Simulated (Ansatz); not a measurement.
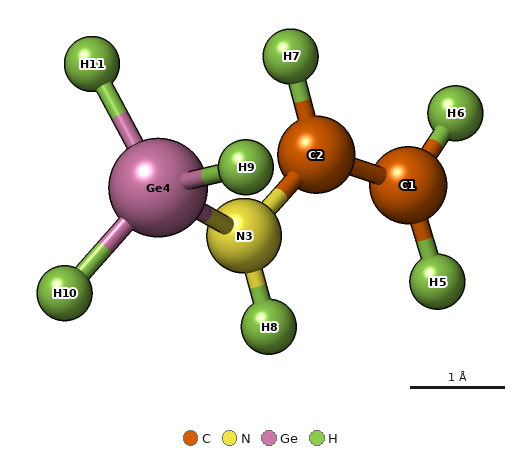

**Figure 1.** The structure (ball-and-stick view, seen at a tilt; atoms are numbered from 1 in the order of the input). Sticks mark near contacts. Bond lengths as drawn: C–C 1.33 Å, C–H 1.08 to 1.09 Å, C–N 1.38 Å, Ge–H 1.53 to 1.54 Å, Ge–N 1.84 Å and H–N 1.01 Å.

# What a change does: single-point calculation on C2H7GeN

System: C2H7GeN, SMILES C=C[NH][GeH3].
Method of the first run: RKS PBE0-D4/def2-TZVPP (Ansatz 0.2.0).

The geometry comes from this level: PBE0-D4/def2-TZVP. Text and figures count atoms from 1; the logs count them from 0 in places.

## Input file, the first run
```yaml
crystal:
  periodic: [false, false, false]
  atoms:
    - {symbol: C, position_ang: [-0.380305, 2.115200, -0.322899]}
    - {symbol: C, position_ang: [-0.448420, 0.852879, 0.102978]}
    - {symbol: N, position_ang: [0.069636, -0.261173, -0.522043]}
    - {symbol: Ge, position_ang: [0.426041, -1.839032, 0.355894]}
    - {symbol: H, position_ang: [0.146791, 2.387856, -1.231006]}
    - {symbol: H, position_ang: [-0.870298, 2.902867, 0.231403]}
    - {symbol: H, position_ang: [-0.987128, 0.629621, 1.021950]}
    - {symbol: H, position_ang: [0.594176, -0.061985, -1.360704]}
    - {symbol: H, position_ang: [1.686147, -1.746427, 1.241563]}
    - {symbol: H, position_ang: [0.626776, -2.903801, -0.730150]}
    - {symbol: H, position_ang: [-0.798115, -2.132903, 1.233815]}
basis:
  gaussian: {orbitals: def2-TZVPP}
hamiltonian: {xc: pbe0, dispersion: d4}
output: {orbitals: {seedname: orbitals}}
```

Command:
```bash
ansatz run in.yaml --threads 4 --pin off --events-out ev --progress --plain --max-ram 10444MiB
```

Hardware: 4 threads of Arm Neoverse V1, 23 GiB of memory available, shared host.

## Output (the first run)
```
Functional definition: PBE0
  parameter a = 0.25
  parameter kappa = 0.804
  parameter beta = 0.06672455060314922
  exchange = (1 - a)*pbe_x(kappa = kappa, mu = beta*pi^2/3) + a*exact_x
  correlation = pbe_c(beta = beta)
1329 factors; their error is unknown
mean field evaluation 1: about -60177.1162 eV, gradient 6.3e1 eV
mean field evaluation 2: about -60168.7242 eV, gradient 8.5e1 eV
mean field evaluation 4: about -60185.1715 eV, gradient 7.6e0 eV
mean field evaluation 8: about -60185.5801 eV, gradient 4.2e-1 eV
mean field evaluation 16: about -60185.5803 eV, gradient 3.1e-5 eV
mean field -60185.58031839 eV, -2211.7792814494 hartree, gradient 3.1e-5 eV, S^2 0.000000; 0 other end points of the search recorded, 0 dependent functions left out
reference -60185.58035119 eV, -2211.7792826547 hartree; 29, 29 occupied and 210, 210 virtual orbitals, 1329 factors
Total energy: -60185.74998374 eV, -2211.7855165359 hartree
```

For the second run the input was changed thus:
```diff
-  gaussian: {orbitals: def2-TZVPP}
+  gaussian: {orbitals: def2-SVP}
```

Predict how the results change.

The total energy of the second run is 258.8 kcal/mol higher, which measures the change of basis and not a stability. The HOMO goes from −5.92 to −5.81 eV. The LUMO goes from 0.40 to 0.69 eV. The basis functions go from 239 to 109.

## Output (the second run)
```
Functional definition: PBE0
  parameter a = 0.25
  parameter kappa = 0.804
  parameter beta = 0.06672455060314922
  exchange = (1 - a)*pbe_x(kappa = kappa, mu = beta*pi^2/3) + a*exact_x
  correlation = pbe_c(beta = beta)
1111 factors; integrals over basis functions are off by at most 1.4e-3 eV
mean field evaluation 1: about -60168.2326 eV, gradient 5.1e1 eV
mean field evaluation 2: about -60164.1630 eV, gradient 6.6e1 eV
mean field evaluation 4: about -60174.1896 eV, gradient 4.5e0 eV
mean field evaluation 8: about -60174.3581 eV, gradient 3.0e-1 eV
mean field evaluation 16: about -60174.3583 eV, gradient 3.3e-5 eV
mean field -60174.35829587 eV, -2211.3668797283 hartree, gradient 3.3e-5 eV, S^2 0.000000; 0 other end points of the search recorded, 0 dependent functions left out
reference -60174.35832452 eV, -2211.3668807811 hartree; 29, 29 occupied and 80, 80 virtual orbitals, 1111 factors
Total energy: -60174.52795707 eV, -2211.3731146623 hartree
```

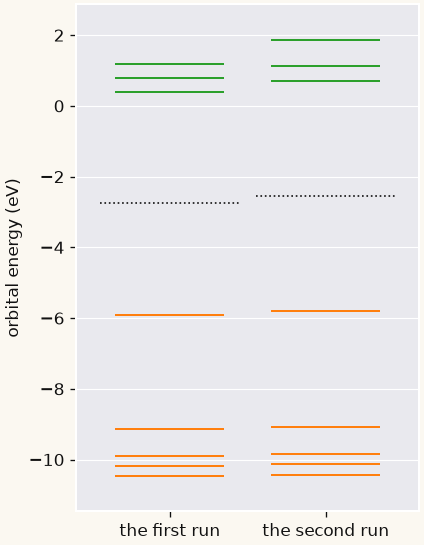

**Figure 2.** The five highest filled and three lowest empty orbital energies of the two runs; the dotted lines part filled from empty levels. The HOMO–LUMO gap is 6.33 eV in the first run and 6.50 eV in the second run.

## The two runs side by side

```csv
quantity,the first run,the second run
outcome,converged,converged
total energy (hartree),−2211.785517,−2211.373115
HOMO (eV),−5.92,−5.81
LUMO (eV),0.40,0.69
basis functions,239,109
wall time (shared host),2.6 s,1.1 s
```
